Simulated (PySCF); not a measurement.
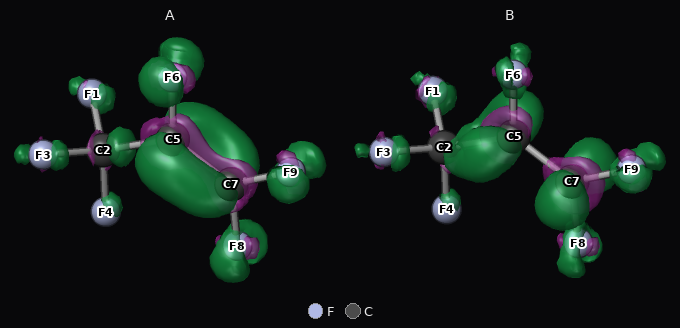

*C3F6, SMILES `FC(F)(F)C(F)=C(F)F`. The two Fukui functions at ±0.06 e/Å³ (green positive, purple negative).*

PySCF calculation, PBE0/def2-SVP, gas phase; geometry: GFN2-xTB. No frequency check shows the geometry to be a minimum.

Geometry (Å), atoms numbered from 1:

```
F1       1.8278    0.2525    1.0711
C2       1.1268   -0.1234    0.0008
F3       1.8248    0.2436   -1.0776
F4       1.0719   -1.4538    0.0061
C5      -0.2545    0.5004    0.0005
F6      -0.2401    1.8388    0.0003
C7      -1.4148   -0.1553   -0.0001
F8      -1.5347   -1.4601   -0.0003
F9      -2.5881    0.4311   -0.0004
```

**Which panel is f⁻ (electron removed) and which f⁺ (electron added)?**

A is f⁻, B is f⁺. f⁻ (Hirshfeld-condensed) is largest on C5 (0.21), C7 (0.19) and F6 (0.15); the vertical ionisation energy is 10.86 eV. f⁺ (Hirshfeld-condensed) is largest on C7 (0.23) and C5 (0.19); the vertical electron affinity is −2.01 eV (the stability of the anion's solution wasn't checked; negative, but this basis has no diffuse functions, so it doesn't show that the anion is unbound).

**What chemical potential and hardness follow from the two energies?**

μ = −(I + A)/2 = −4.42 eV and η = I − A = 12.86 eV.
